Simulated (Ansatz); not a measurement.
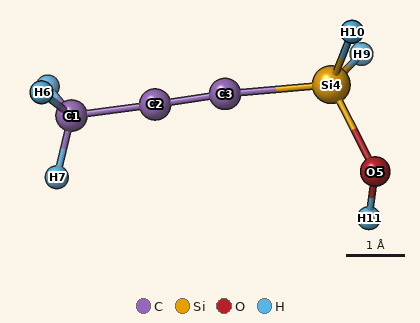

*The input geometry (ball-and-stick view, seen at a tilt; atoms are numbered from 1 in the order of the input).*

C3H6OSi: nudged elastic band

C3H6OSi, set up with RKS B3LYP-D4/6-31G (Ansatz 0.2.0).

One setting was made poor on purpose. It belongs to a series of runs on one base structure; here: an input spoilt on purpose.

Input
```yaml
crystal:
  periodic: [false, false, false]
  atoms:
    - { symbol: C, position_ang: [-0.331501, -1.87236, 1.653854] }
    - { symbol: C, position_ang: [-0.04823, -0.721841, 0.803637] }
    - { symbol: C, position_ang: [0.201134, 0.250673, 0.107133] }
    - { symbol: Si, position_ang: [0.527561, 1.663563, -1.03348] }
    - { symbol: O, position_ang: [0.022212, 1.327029, -2.653871] }
    - { symbol: H, position_ang: [0.580797, -2.438915, 1.875093] }
    - { symbol: H, position_ang: [-1.037267, -2.558414, 1.169981] }
    - { symbol: H, position_ang: [-0.772451, -1.563899, 2.609275] }
    - { symbol: H, position_ang: [-0.180586, 2.87192, -0.483723] }
    - { symbol: H, position_ang: [1.99298, 1.911369, -1.154437] }
    - { symbol: H, position_ang: [-0.889251, 1.073675, -2.872863] }
basis:
  gaussian: { orbitals: "6-31G" }
hamiltonian:
  xc: b3lyp
  dispersion: d4
neb:
  order_check: false
  images: 4
  f_tol: 0.05
  max_iterations: 8
  climbing: false
  final_atoms:
    - { symbol: C, position_ang: [-0.331501, -1.87236, 1.653854] }
    - { symbol: C, position_ang: [-0.04823, -0.721841, 0.803637] }
    - { symbol: C, position_ang: [0.201134, 0.250673, 0.107133] }
    - { symbol: Si, position_ang: [0.527561, 1.663563, -1.03348] }
    - { symbol: O, position_ang: [0.022212, 1.327029, -2.653871] }
    - { symbol: H, position_ang: [0.580797, -2.438915, 1.875093] }
    - { symbol: H, position_ang: [-1.037267, -2.558414, 1.169981] }
    - { symbol: H, position_ang: [-0.772451, -1.563899, 2.609275] }
    - { symbol: H, position_ang: [-0.180586, 2.87192, -0.483723] }
    - { symbol: H, position_ang: [1.99298, 1.911369, -1.154437] }
    - { symbol: H, position_ang: [-0.889251, 1.073675, -2.872863] }
  initial_path: idpp
```

Hardware: 1 thread of Arm Neoverse V2, 24 GiB of memory available, shared host.

Command:
```bash
ansatz run input.yaml --threads 1 --pin off --max-ram 2048MiB --backend cpu --events-out ev --progress --plain --runs-dir out
```

What the program printed
```
Error: invalid value for `neb.final_atoms`: is identical to crystal.atoms — the two endpoints must differ for a path to exist
```

Outcome

- outcome: refused by the program

The program refused the input: “invalid value for `neb.final_atoms`: is identical to crystal.atoms — the two endpoints must differ for a path to exist” A deliberately poor setting: bad input.
